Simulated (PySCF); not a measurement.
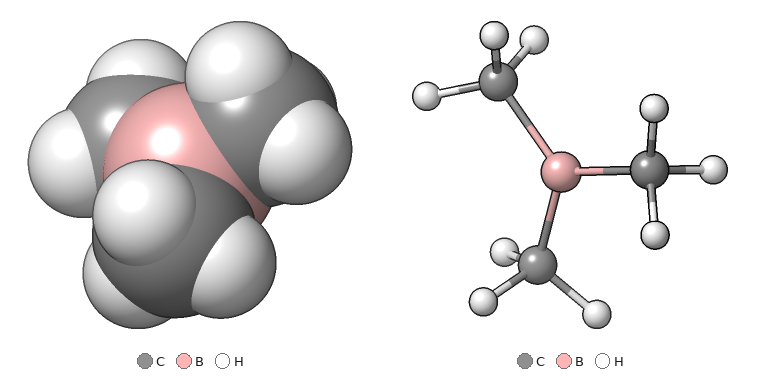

The same structure drawn twice, from different directions.

The geometry was computed by an optimisation with PBE0-D3(BJ)/def2-SVP. No frequency run is at hand to confirm it as a minimum.

Description:

It has 13 atoms: 3 carbon, 9 hydrogen and 1 boron (C₃H₉B). SMILES: `CB(C)C`. It has no ring. Coordination: 3 C tetrahedral; 1 B trigonal planar.

The parts below concern this one geometry. Atoms keep their numbers from picture to picture.

Shape

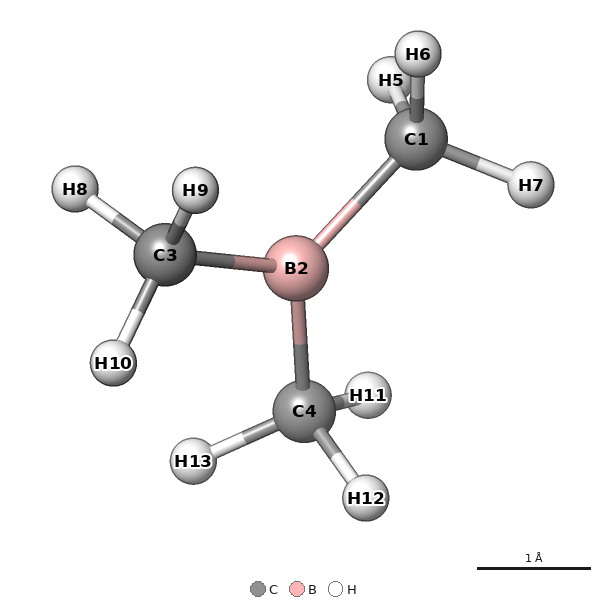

No frequency run is at hand to confirm it as a minimum.

Which atoms are bonded, and how long are the bonds?

| bond | length (Å) | order |
| --- | --- | --- |
| C1–B2 | 1.574 | single |
| C1–H5 | 1.107 | single |
| C1–H6 | 1.100 | single |
| C1–H7 | 1.103 | single |
| B2–C3 | 1.573 | single |
| B2–C4 | 1.574 | single |
| C3–H8 | 1.109 | single |
| C3–H9 | 1.101 | single |
| C3–H10 | 1.101 | single |
| C4–H11 | 1.101 | single |
| C4–H12 | 1.108 | single |
| C4–H13 | 1.101 | single |

Spin–spin coupling

No frequency run is at hand to confirm it as a minimum. Level of theory: B3LYP/6-31G* indirect spin-spin coupling, non-relativistic, gas phase (PySCF 2.14.0). Isotopes: 11B, 13C, 1H.

Give the spin–spin coupling constants of these pairs, with the number of bonds between them: C1/B2, B2/C3, B2/C4, B2/H6, B2/H9, B2/H12, B2/H11, B2/H5, B2/H7, B2/H8, B2/H10, B2/H13.

| pair | bonds apart | J (Hz) |
| --- | --- | --- |
| C1, B2 | 1 | 62.9 |
| B2, C3 | 1 | 62.7 |
| B2, C4 | 1 | 62.8 |
| B2, H6 | 2 | −4.0 |
| B2, H9 | 2 | −3.3 |
| B2, H12 | 2 | −1.8 |
| B2, H11 | 2 | −3.5 |
| B2, H5 | 2 | −1.8 |
| B2, H7 | 2 | −2.5 |
| B2, H8 | 2 | −1.6 |
| B2, H10 | 2 | −3.4 |
| B2, H13 | 2 | −3.0 |

Charges

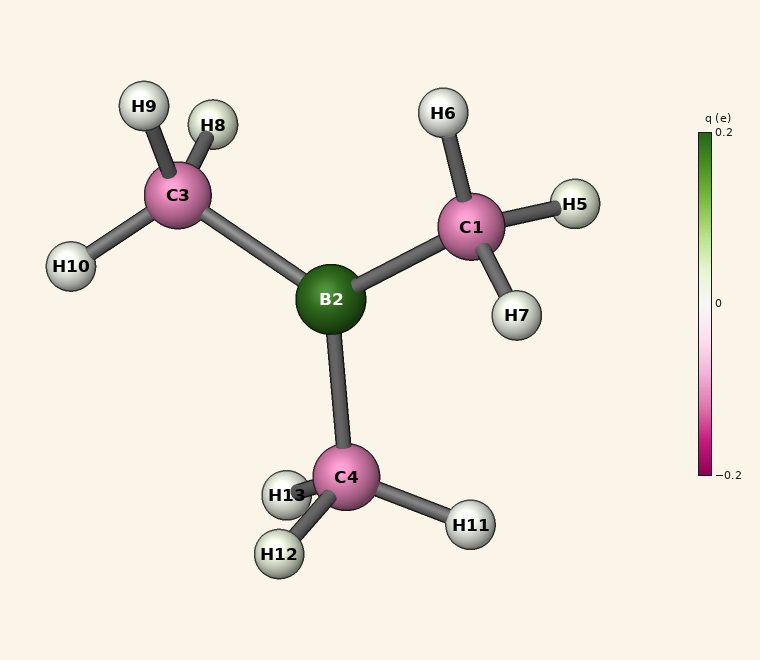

Atoms are coloured by their Hirshfeld charges. No frequency run is at hand to confirm it as a minimum. Method: PBE0/STO-3G, gas phase (PySCF 2.14.0).

Give the Hirshfeld charges atom by atom.

```tsv
atom	value (e)
C1	−0.11
B2	0.19
C3	−0.11
C4	−0.11
H5	0.02
H6	0.01
H7	0.02
H8	0.02
H9	0.01
H10	0.01
H11	0.01
H12	0.02
H13	0.01
```

NMR shielding

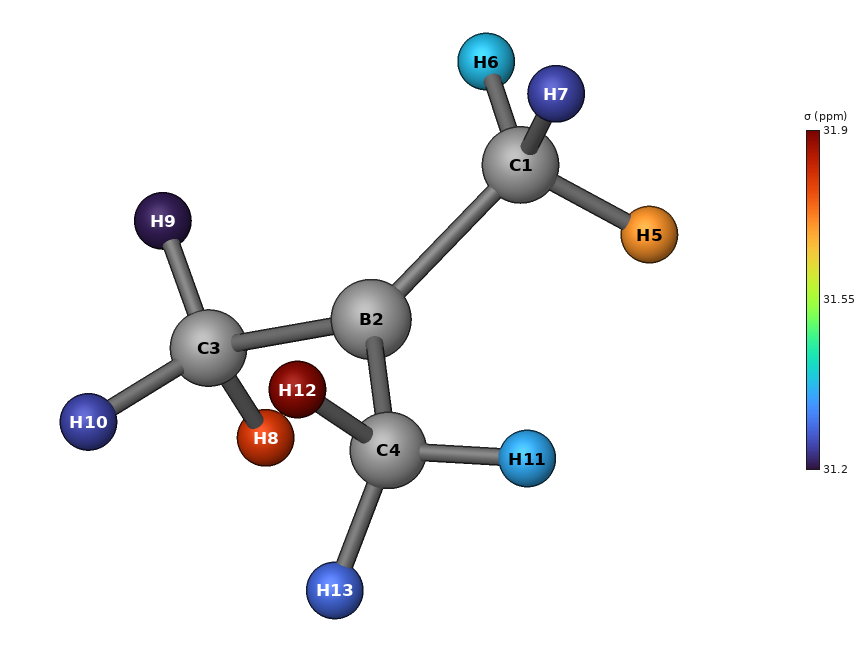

Atoms are coloured by their isotropic NMR shieldings (H only, the others grey). No frequency run is at hand to confirm it as a minimum. Level of theory: GIAO PBE0/6-31G NMR shielding, non-relativistic, gas phase (PySCF 2.14.0).

Give the isotropic NMR shieldings of the H atoms atom by atom.

| atom | σ (ppm) |
| --- | --- |
| H5 | 31.70 |
| H6 | 31.38 |
| H7 | 31.25 |
| H8 | 31.80 |
| H9 | 31.21 |
| H10 | 31.25 |
| H11 | 31.36 |
| H12 | 31.89 |
| H13 | 31.29 |
